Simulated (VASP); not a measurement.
Band structure of Cd₄SSe₃ (ordered alloy cell). Method: PBEsol GGA, VASP's PBE PAW potentials (set 64) (plane waves; VASP).

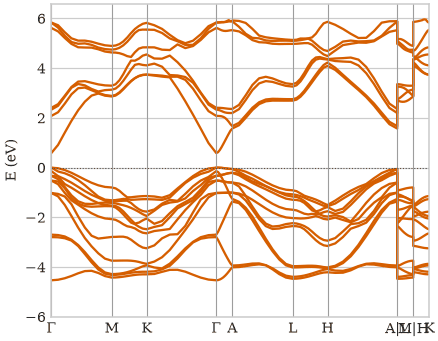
Figure: Bands along high-symmetry lines, zero at the valence-band maximum or, without a gap, the Fermi level

Problem. Read the plot: is there a gap, and where are the band edges?

Solution. The gap is direct, 0.59 eV, from the valence maximum at Γ to the conduction minimum at Γ. (Edges off the drawn lines would not show.)

The structure was generated: Cd4SSe3 was put into an ordered model structure (P3m1), which need not be its known phase. It was relaxed first.
